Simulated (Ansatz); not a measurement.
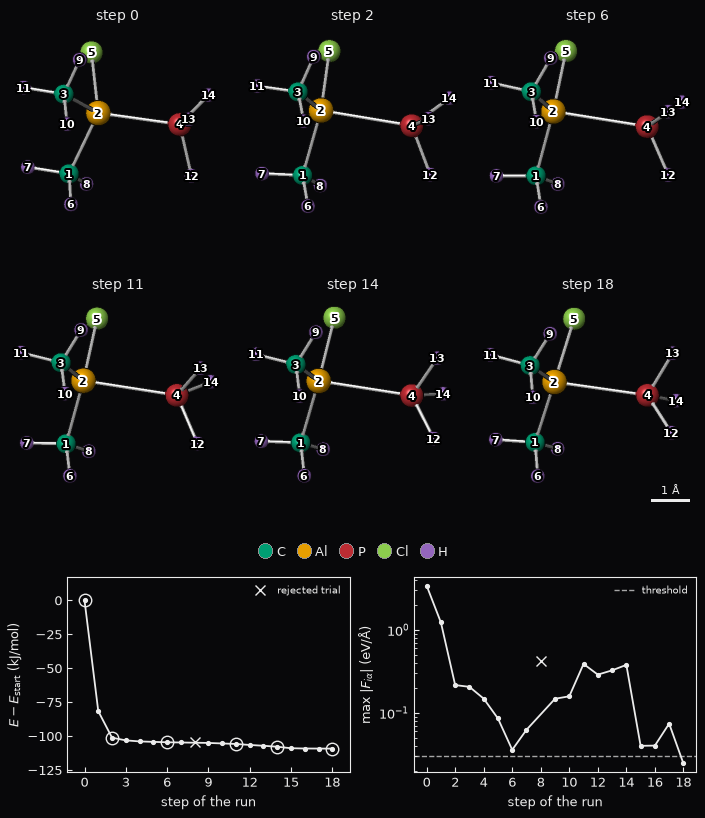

Frames of a relaxation of C2H9AlClP (coarse preliminary run), marked on the history of the run. A ball-and-stick model, seen from a free direction.

The start comes from a force field.

Theory: RKS PBE-D4/def2-SVP in Ansatz. Set-up: force threshold 0.03 eV/Å; at most 200 steps.

Q: What happens along the run?

A: After 17 accepted moves (18 points after the start) the energy has fallen by 109.1 kJ/mol. The largest force component goes from 3.4 to 0.025 eV/Å. The line search rejected the trial step at point 8 of the run. The largest move after the best rigid fit is that of H13, 1.28 Å. Largest moves by element: H 1.28 Å, Cl 0.46 Å, Al 0.38 Å, C 0.28 Å, P 0.08 Å. Among the contacts that change: Al2–P4 2.272 → 2.570 Å, P4–H13 1.306 → 1.430 Å, P4–H14 1.377 → 1.429 Å, Al2–Cl5 2.223 → 2.179 Å. Among the angles between lasting bonds that change: Al2–P4–H12 106.7° → 128.6°, P4–Al2–Cl5 108.9° → 87.7°, H13–P4–H14 114.7° → 98.0°. Groups turn about Al2–P4 by about 60°. The run took 29 s on 4 threads of Arm Neoverse V2, on a shared host. From step 0 to 2: Al2 moves most (0.34 Å), energy −101.1 kJ/mol. From step 2 to 6: H13 moves most (0.24 Å), energy −3.37 kJ/mol. From step 6 to 11: H13 moves most (0.39 Å), energy −1.25 kJ/mol. From step 11 to 14: H atoms move most (0.38 Å), energy −2.04 kJ/mol. From step 14 to 18: H13 moves most (0.27 Å), energy −1.38 kJ/mol.
